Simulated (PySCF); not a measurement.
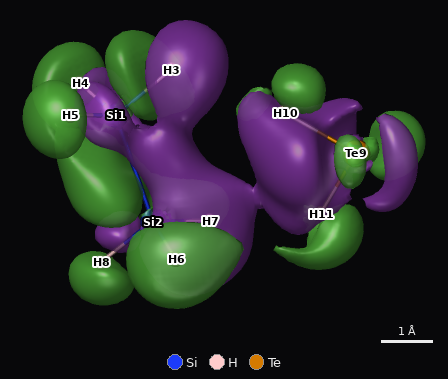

*H8Si2Te, SMILES `[SiH3][SiH3].[TeH2]`. Density of the complex less the densities of the two fragments at the same geometry, ±0.00015 e/Å³ (purple: gain, green: loss). Fragment A: Si2H6 (atoms 1–8); fragment B: TeH2.*

Method: B3LYP/def2-TZVP; geometry: GFN2-xTB; program: PySCF. Core potentials replace the inner electrons of Te; spin–orbit coupling isn't included. GFN2-xTB bond lengths at metals and heavier atoms can be off by up to 0.1 Å and shapes distorted, which carries into these values.

Which way does charge flow?

Answer. Hirshfeld charges show almost no net transfer (under 0.005 e). 0.01 e is displaced in all, which induces a dipole of 0.07 D.

What is the interaction energy, and which contacts carry it?

Answer. The counterpoise-corrected interaction energy of the frozen fragments is +0.7 kcal/mol without dispersion correction and −1.7 kcal/mol with D3(BJ). The pair geometry is semi-empirical, not a minimum at this level. Contacts: H3···H10, H···H contact, 2.58 Å, ρ = 0.004 a.u.; H7···H11, H···H contact, 2.93 Å, ρ = 0.003 a.u. The pose is a local one from a semi-empirical search, not shown to be the most stable.
